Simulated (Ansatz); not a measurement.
# CH7ClO5W (SMILES C[O][W]([OH])([OH])([OH])([OH])[Cl]): what the fields show

Input

```
crystal:
  periodic: [false, false, false]
  atoms:
    - {symbol: C, position_ang: [-1.088477, -2.075947, 0.358579]}
    - {symbol: O, position_ang: [-0.903066, -0.835601, -0.252319]}
    - {symbol: W, position_ang: [0.200301, 0.653439, -0.145267]}
    - {symbol: O, position_ang: [0.805730, 0.883435, -1.931865]}
    - {symbol: O, position_ang: [-1.248733, 1.786803, -0.516111]}
    - {symbol: O, position_ang: [1.358443, 2.065240, 0.422304]}
    - {symbol: O, position_ang: [0.097011, 0.424949, 1.730552]}
    - {symbol: Cl, position_ang: [2.025998, -0.944239, -0.128587]}
    - {symbol: H, position_ang: [-1.134338, -1.938329, 1.443459]}
    - {symbol: H, position_ang: [-2.016717, -2.524100, -0.001407]}
    - {symbol: H, position_ang: [-0.239605, -2.722616, 0.116876]}
    - {symbol: H, position_ang: [1.595912, 0.412436, -2.212741]}
    - {symbol: H, position_ang: [-2.079651, 1.478770, -0.886732]}
    - {symbol: H, position_ang: [1.857084, 2.498513, -0.276939]}
    - {symbol: H, position_ang: [0.770108, 0.837238, 2.280197]}
basis:
  gaussian: {orbitals: def2-TZVPP}
hamiltonian: {xc: pbe0, dispersion: d4}
output: {orbitals: {seedname: orbitals}}
```

Command:

```sh
ansatz run in.yaml --threads 2 --pin off --events-out ev --progress --plain --max-ram 32768MiB --backend cuda --devices 0, --max-vram 18GiB
```

Geometry: PBE0-D4/def2-TZVP; core potentials replace the inner electrons of W.

These are results of RKS PBE0-D4/def2-TZVPP (Ansatz 0.2.0), not measurements.

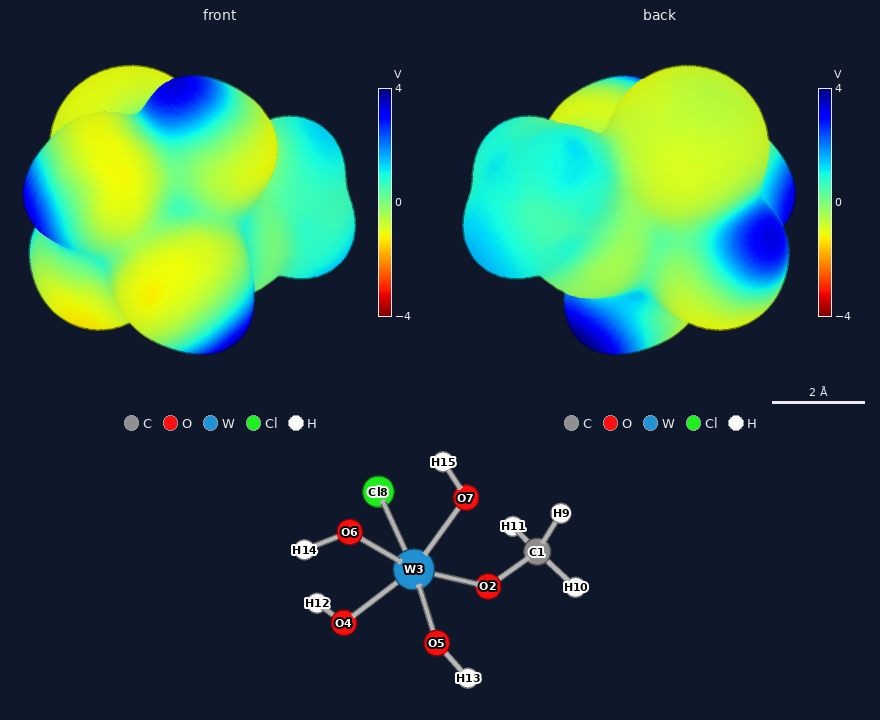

Figure 1. The molecular electrostatic potential painted on the density surface at 0.004 e/bohr³, seen from the front and from behind; red is negative and blue positive. The bare structure is drawn below in the same view.

**Where is the surface potential most negative and most positive?**

The most negative region (about −1.2 V) lies over O4 and O5, the most positive (about +3.8 V) over H13.

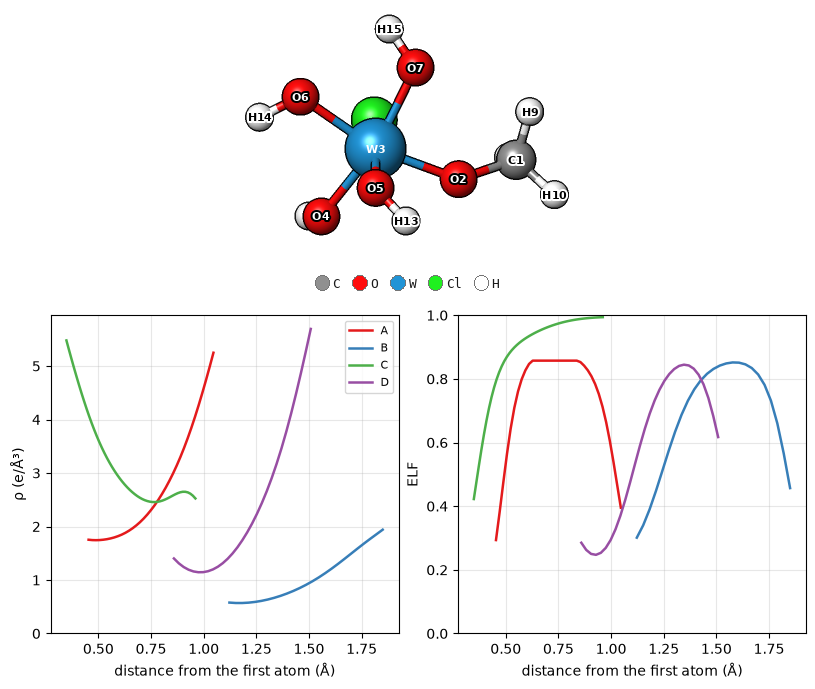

Figure 2. Electron density and electron localisation function along straight lines between neighbouring atoms. The curves leave out the atomic cores. The structure is drawn too.

**Which curve belongs to which contact (C–O, O–H, W–Cl and W–O)? The first atom named is at distance zero.**

Curve A: C–O (1.40 Å): the density is about 2.1 e/Å³ at the midpoint, with its minimum of 1.7 e/Å³ about 0.5 Å from C; the ELF peaks at about 0.85 between the atoms; a shared but strongly polarised pair. Curve B: W–Cl (2.43 Å): the density is about 0.58 e/Å³ at the midpoint; the ELF peaks at about 0.85 in the valence shell of Cl, 0.8 Å from its nucleus, and is about 0.45 at the midpoint. Curve C: O–H (0.96 Å): ρ at the midpoint is about 3.8 e/Å³; the ELF climbs to about 1 towards the hydrogen, as it does in any bond to H: an ordinary covalent bond to hydrogen. Curve D: W–O (1.86 Å): ρ is about 1.2 e/Å³ halfway; the ELF peaks at about 0.85 in the valence shell of O, 0.5 Å from its nucleus, and drops to about 0.25 between the two atoms.

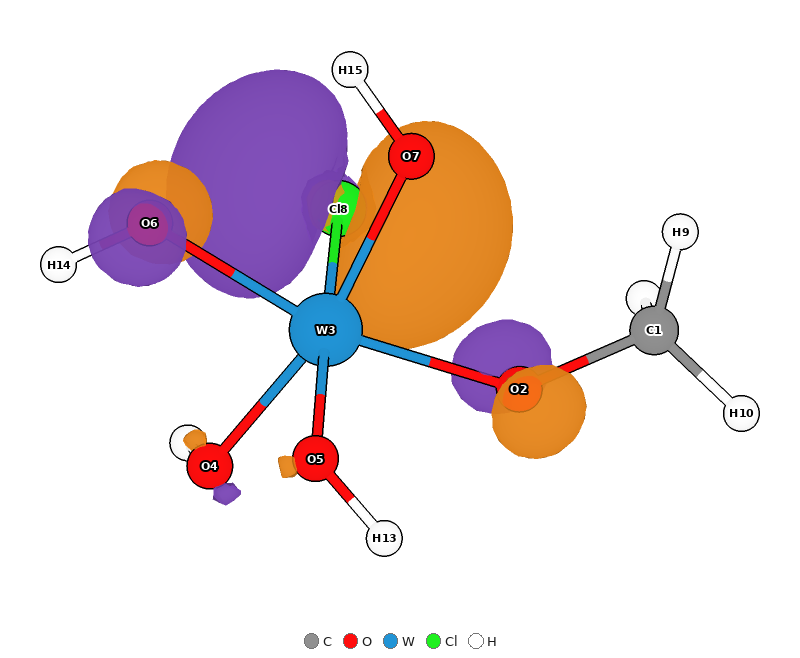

Figure 3. The HOMO−1 at ±0.15 Å⁻³ᐟ² (orange and purple are the two phases), seen at a tilt.

**Where does this orbital lie, and at what energy?**

By Hirshfeld shares it lies mainly on Cl8 (about 80 %) and O6 (about 5 %); largely a lone pair of Cl8. Its energy is −8.17 eV.
